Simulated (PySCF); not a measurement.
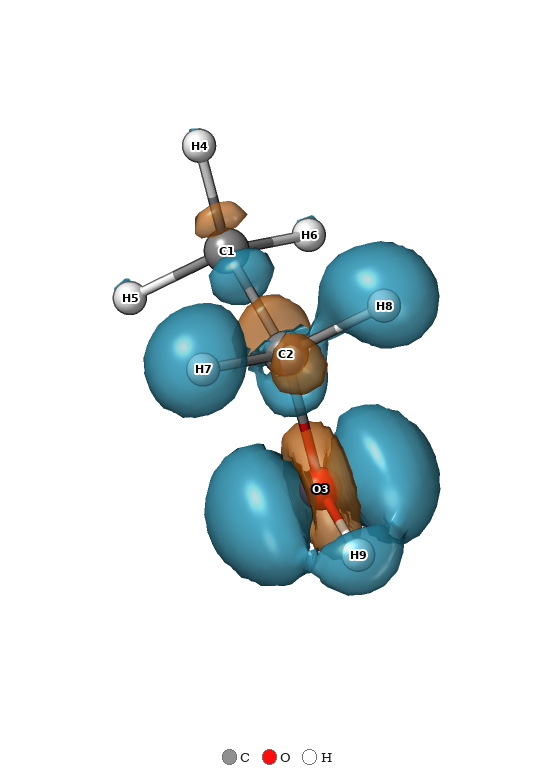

Figure 1: C₂H₆O, SMILES `CCO`. Fukui function f⁻ = ρ(N) − ρ(N−1) at fixed geometry, surfaces at ±0.06 e/Å³ (light blue positive, orange negative).

PySCF calculation, CAM-B3LYP/aug-cc-pVDZ, gas phase; geometry: GFN2-xTB. No frequency check shows the geometry to be a minimum.

The calculation's input:

```python
import numpy as np
from pyscf import gto, scf, dft
from pyscf.scf import atom_ks, atom_hf
from scipy.linalg import block_diag

def solve(mol, dm0=None, hcore=None):
    mf = (dft.UKS if mol.spin else dft.RKS)(mol, xc='camb3lyp')
    mf.grids.level = 3
    mf = mf.density_fit(auxbasis='def2-universal-jkfit')
    mf.conv_tol, mf.max_cycle = 1e-8, 80
    if hcore is not None:
        mf.get_hcore = lambda *args: hcore
    mf.kernel(dm0)
    if not mf.converged:
        mf = mf.newton().run(mf.mo_coeff, mf.mo_occ, max_cycle=30)
    assert mf.converged, 'SCF not converged'
    return mf

mol = gto.M(atom='''
C      1.22712    -0.21960    -0.00021
C     -0.08902     0.54208    -0.00007
O     -1.14696    -0.39404    -0.00016
H      2.06111     0.47643     0.00099
H      1.28597    -0.85103    -0.88135
H      1.28460    -0.85261     0.88168
H     -0.14807     1.18563    -0.89004
H     -0.14945     1.18404     0.89180
H     -1.98705     0.07500    -0.00016
''', basis='aug-cc-pvdz', charge=0, spin=0, verbose=4)
mf = solve(mol)
out = dict(e0=mf.e_tot, dm0=mf.make_rdm1(), c=mf.mo_coeff, occ=mf.mo_occ, eps=mf.mo_energy)
for name, dq, spin in [('cation', 1, 1), ('anion', -1, 1)]:
    ion = mol.copy().set(charge=mol.charge + dq, spin=spin).build()
    mi = solve(ion)
    if spin and dq > 0 and mol.nao < 130:
        c, _, stable, _ = mi.stability(return_status=True)
        if not stable:
            mi = solve(ion, mi.make_rdm1(c, mi.mo_occ))
    print(name, 'vertical energy change / eV', (mi.e_tot - mf.e_tot) * 27.211386)
    out.update({'e_' + name: mi.e_tot, 'dm_' + name: mi.make_rdm1(), 's2_' + name: mi.spin_square()[0], 'eps_' + name: mi.mo_energy, 'occ_' + name: mi.mo_occ})
# spherically averaged free atoms, for the promolecule
atm = atom_ks.get_atm_nrks(mol, xc='camb3lyp')
pro = block_diag(*[(atm[a[0]][2] * atm[a[0]][3]) @ atm[a[0]][2].T for a in mol._atom])
np.savez('result.npz', pro=pro, **out)
```

Launched as:

```sh
OMP_NUM_THREADS=1 python input.py
```

The run took 89 s on 1 thread of Intel(R) Xeon(R) 6975P-C (Granite Rapids), with other jobs on the host, peak memory 0.62 GiB.

Partitions, critical points and surface values were worked out afterwards from this run's density.

> Which atoms respond most to the removal of an electron?

f⁻ (Hirshfeld-condensed) is largest on O3 (0.36); the vertical ionisation energy is 10.61 eV. Condensed values hint at sites of electrophilic attack but needn't mark the atom that reacts. Orbital relaxation makes it negative in places (0.20 e in all).

```tsv
atom	f⁻	charge
C1	+0.04	−0.13
C2	+0.10	−0.01
O3	+0.36	−0.23
H4	+0.05	+0.05
H5	+0.05	+0.05
H6	+0.05	+0.05
H7	+0.12	+0.04
H8	+0.12	+0.04
H9	+0.11	+0.16
```
